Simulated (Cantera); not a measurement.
Feed: 1 mol SiHCl₃, 0.47 mol C₂H₄, 330 mol H₂, at 89000 Pa.

Method: chemical equilibrium by Gibbs-energy minimisation in Cantera with the NASA 1993 tables (ideal gas, pure condensed phases). Candidate condensed phases: C, C₆H₆, C₇H₈, C₈H₁₈, Si, SiC; 109 gas species. The tables' values for SiCl, SiCl₃ are old estimates; treat these amounts as uncertain. Gases not in the tables: Si₂H₆ and higher silanes. Kinetics and transport are ignored.

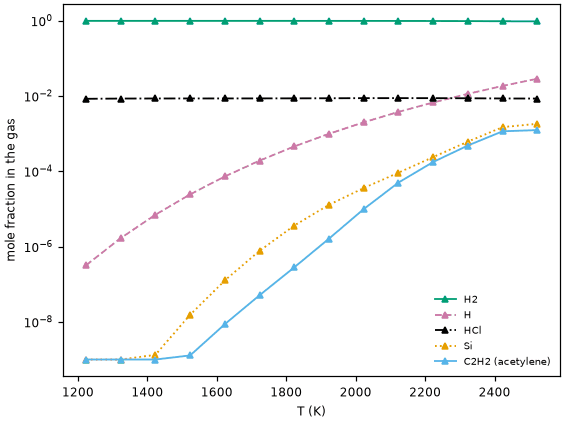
Figure: Equilibrium gas composition (values under 1e-9 drawn at 1e-9)

From 1223 K to 2423 K the condensed part is SiC(s). At 2523 K nothing is condensed. The main Si-bearing gas is SiCl₂ at 1223 K and Si at 2523 K.
